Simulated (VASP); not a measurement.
Band structure of SnS2 (1T layered). Calculation: RPBE GGA, VASP's PBE PAW potentials (set 64) (plane waves; VASP).

Without a dispersion term in the relaxation, distances and binding between the weakly bound layers, chains or molecules are unreliable, and so is what depends on them. Unless said otherwise, spin-orbit coupling is left out, though it shifts the bands of the heavy elements here.

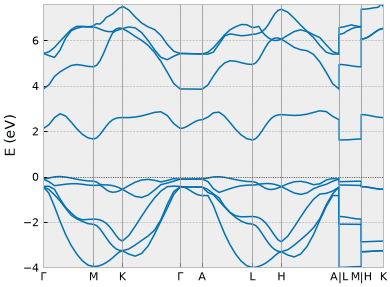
Fig. 1. Bands along high-symmetry lines, zero at the valence-band maximum or, without a gap, the Fermi level

Question: Read the plot: is there a gap, and where are the band edges?

Answer: The gap is indirect, 1.61 eV, from the valence maximum at Γ-M at 0.33 to the conduction minimum at L. (Edges off the drawn lines would not show.)

Measured: gap 2.18 eV (computed value off by -0.57 eV), as given by Joseph M. Gonzalez et al., Physical Review B (2016), arXiv:1609.04381.

The compound is SnS2 in the 1T layered structure. It was relaxed first, which changed the volume by +30 %.
